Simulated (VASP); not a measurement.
Energy against volume of NaI (rock salt). Computed with RPBE GGA, VASP's PBE PAW potentials (set 64) (plane waves; VASP).

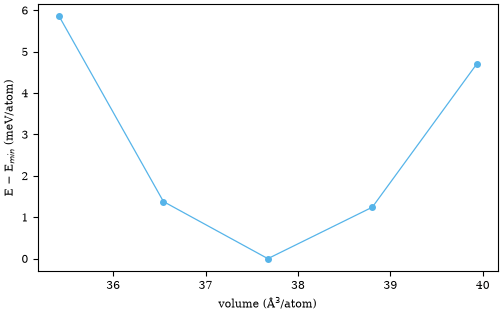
*Energy against volume*

**Question.** Estimate the equilibrium volume and the bulk modulus.

**Answer.** The minimum lies near 37.7 Å³/atom, and the curvature gives B0 of about 12 GPa.

The compound is NaI in the rock salt structure. It was relaxed first, which changed the volume by +11 %.
